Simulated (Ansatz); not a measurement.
System: C12H13NSi (SMILES [SiH3]N(c1ccccc1)c1ccccc1).

```xyz
27

Si   -2.1064   -1.1989    1.1305
N    -0.7431   -0.4571    0.3352
C    -0.9122    0.6228   -0.5418
C    -2.1060    1.3471   -0.5480
C    -2.3014    2.3819   -1.4475
C    -1.3092    2.7300   -2.3497
C    -0.1171    2.0194   -2.3419
C     0.0838    0.9764   -1.4560
C     0.5746   -0.8580    0.6774
C     1.4516    0.0485    1.2683
C     2.7321   -0.3450    1.6153
C     3.1499   -1.6500    1.3901
C     2.2783   -2.5553    0.8062
C     0.9997   -2.1600    0.4423
H    -1.5989   -2.4256    1.7849
H    -3.1566   -1.5200    0.1310
H    -2.7130   -0.3136    2.1644
H    -2.8875    1.1159    0.1687
H    -3.2379    2.9278   -1.4300
H    -1.4607    3.5442   -3.0478
H     0.6699    2.2736   -3.0432
H     1.0150    0.4243   -1.4718
H     1.1181    1.0642    1.4475
H     3.4054    0.3693    2.0753
H     4.1510   -1.9578    1.6683
H     2.5965   -3.5748    0.6201
H     0.3225   -2.8596   -0.0341
```

Geometry: PBE0-D4/def2-TZVP.

All numbers below come from RKS PBE0-D4/def2-TZVPP in Ansatz 0.2.0.

Question: What can the converged electron density and electron localisation function tell about the bonding?

Answer: C–C (1.38 Å): ρ at the midpoint is about 2.2 e/Å³; the ELF peaks at about 0.95 between the atoms (a covalent bond).
C–N (1.40 Å): ρ is about 2.1 e/Å³ halfway; the ELF peaks at about 0.90 between the atoms (a covalent bond).
C–H (1.08 Å): the density is about 2.1 e/Å³ at the midpoint; the ELF climbs to about 1 towards the hydrogen, as it does in any bond to H (a covalent bond by its length).

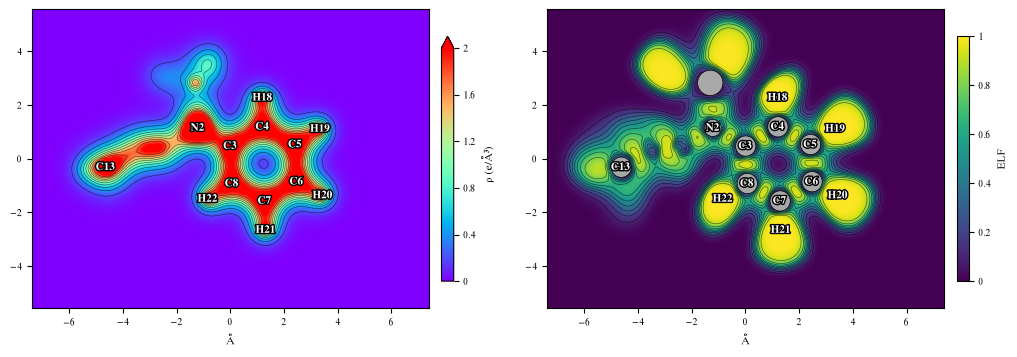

Computed electron density and electron localisation function on the plane of atoms C5, C6 and C7, in this order. Grey discs cover the atomic cores in the ELF map. 
